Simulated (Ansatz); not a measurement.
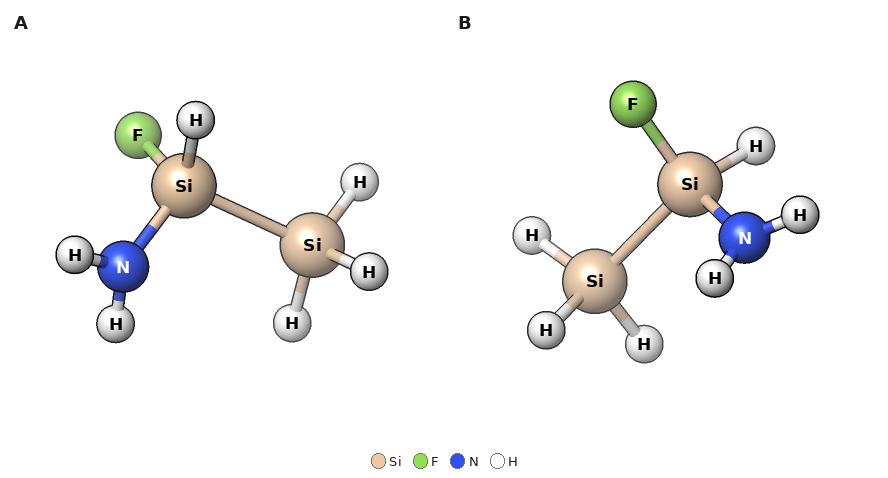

Atoms fade into the background with distance from the viewer. Computed geometry: PBE0-D4/def2-TZVP optimisation.

Q: How are A and B related: the same structure turned, mirror images, conformers, diastereomers or constitutional isomers?

A: They are the same structure, FH6NSi2, seen from two directions: a rotation takes one into the other. The geometry is chiral (C1), so its mirror image would differ.
